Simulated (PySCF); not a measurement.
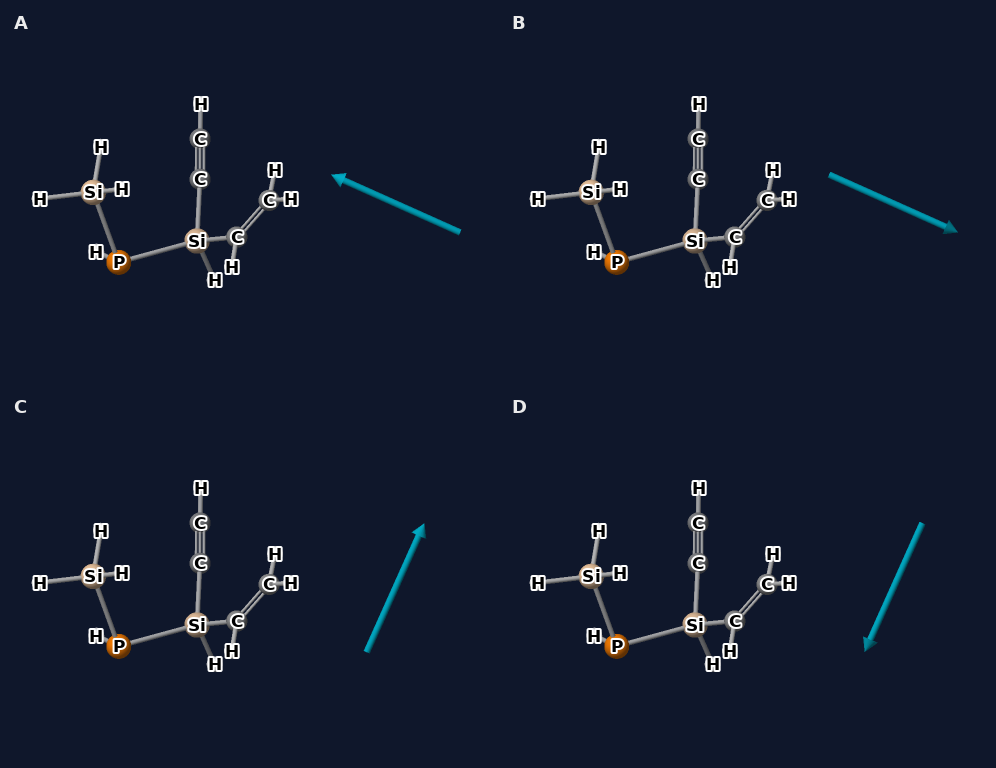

The same molecule four times, each with an arrow. The geometry was computed by an optimisation with GFN2-xTB. No frequency run is at hand to confirm it as a minimum. Level of theory: B3LYP/def2-SVPD, gas phase (PySCF 2.14.0).

> Which arrow points along the dipole moment, from the negative to the positive end?

C. The dipole moment is 1.14 D.

The geometry is semi-empirical. Around P, Si such bond lengths and angles can be off by a tenth of an ångström or more and by several degrees, and values that hang on the shape move with them.
